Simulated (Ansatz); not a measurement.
## Electronic structure of CH₂AlBr₂F in real space

The calculation's input:

```
crystal:
  periodic: [false, false, false]
  atoms:
    - symbol: C
      position_ang: [-0.028689, -0.898755, -1.616718]
    - symbol: Al
      position_ang: [-0.401813, -0.637567, 0.279946]
    - symbol: Br
      position_ang: [-2.485044, -0.018481, 0.940990]
    - symbol: Br
      position_ang: [1.194360, -1.133086, 1.818368]
    - symbol: F
      position_ang: [0.293448, 0.568728, -1.103120]
    - symbol: H
      position_ang: [0.934446, -1.269992, -2.009347]
    - symbol: H
      position_ang: [-0.775223, -0.751899, -2.417171]
basis:
  gaussian: {orbitals: def2-TZVPD}
hamiltonian: {xc: pbe0}
output: {forces: true, orbitals: {seedname: orbitals}}
```

Run with:

```sh
ansatz run input.yaml --threads 2 --pin off --max-ram 4350MiB --events-out events.jsonl --progress --plain --runs-dir runs
```

Geometry: BLYP-D3(BJ)/def2-SVP.

Level of theory: isolated molecule in a Gaussian basis; Kohn-Sham density functional theory, functional PBE0 (Ansatz 0.2.0).

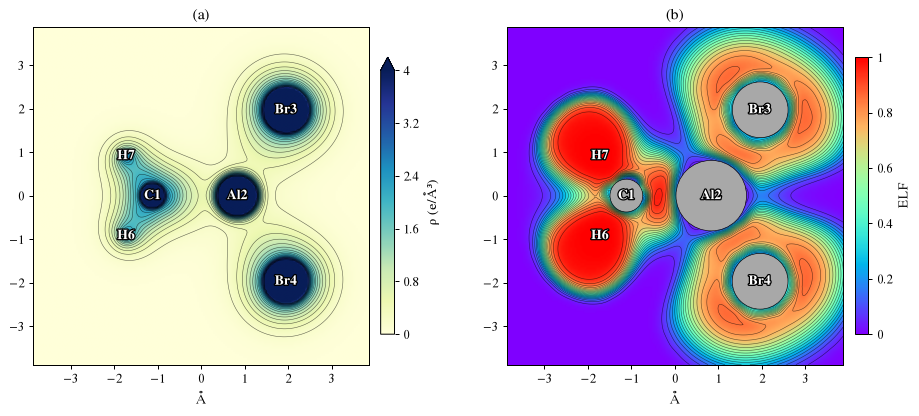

Figure 1. (a) electron density; (b) ELF on the plane of atoms Al2, C1 and H7. Grey discs cover the atomic cores in the ELF map.

### Read the bonding off the picture.

Atoms in the plane: C, Al, Br and H.
C–Al (1.95 Å): the density is about 0.67 e/Å³ at the midpoint; the ELF peaks at about 0.95 in the valence shell of C, 0.7 Å from its nucleus, and is about 0.75 at the midpoint.
Al–Br (2.27 Å): ρ at the midpoint is about 0.65 e/Å³; the ELF peaks at about 0.85 in the valence shell of Br, 1.1 Å from its nucleus, and is about 0.85 at the midpoint.
C–H (1.10 Å): ρ is about 2 e/Å³ halfway; the ELF climbs to about 1 towards the hydrogen, as it does in any bond to H (a covalent bond by its length).
The ELF also peaks beside Br4 and Br3, away from the bonds: lone-pair regions.

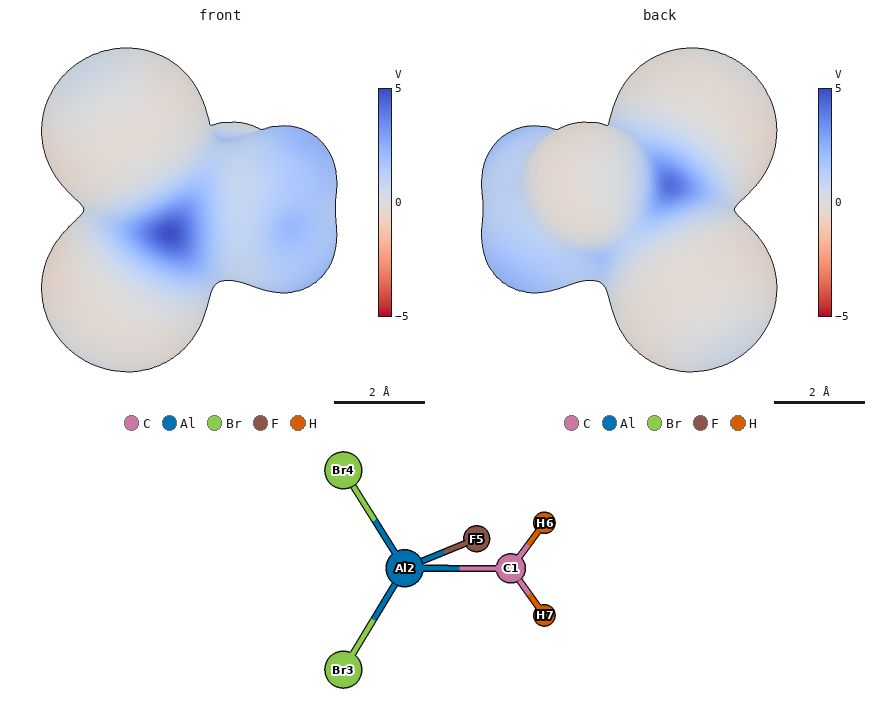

Figure 2. The electrostatic potential painted on the density surface at 0.004 e/bohr³, seen from the front and from behind; the colour scale runs from red (negative) to blue (positive). The bare structure is drawn below in the same view.

### Where is the surface potential most negative and most positive?

The most negative region (about −0.4 V) lies over Br3 and Br4, the most positive (about +4.4 V) over Al2. Br3 shows a σ-hole: about +0.4 V at the tip opposite its bond, against about −0.2 V on its flanks. Br4 shows a σ-hole: about +0.4 V at the tip opposite its bond, against about −0.2 V on its flanks.

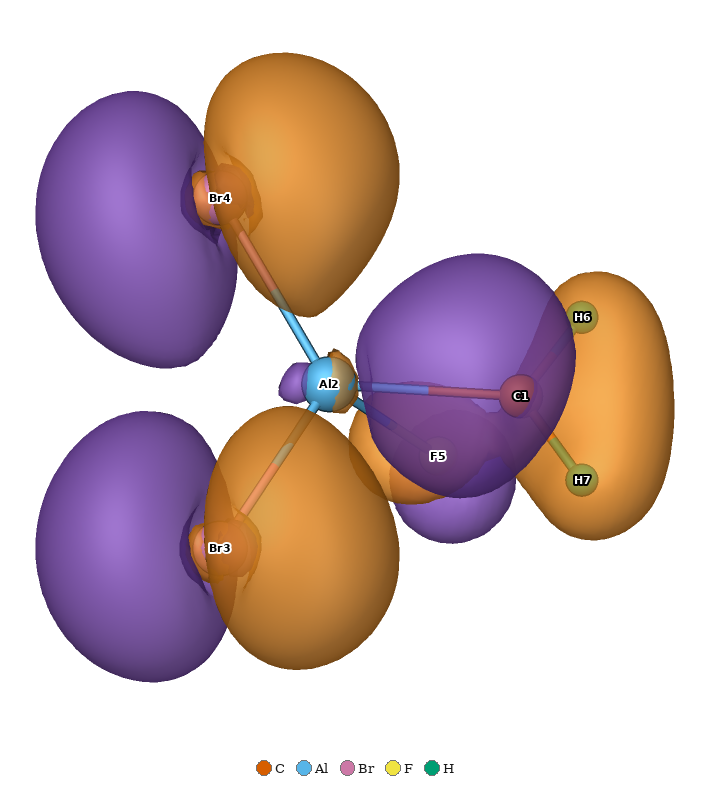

Figure 3. The HOMO−1 at ±0.06 Å⁻³ᐟ² (orange and purple are the two phases), seen at a tilt.

### What is the character of this orbital?

It lies mainly on Br4 (about 30 %), Br3 (about 30 %), C1 (about 20 %) and Al2 (about 10 %). Its energy is −8.56 eV.
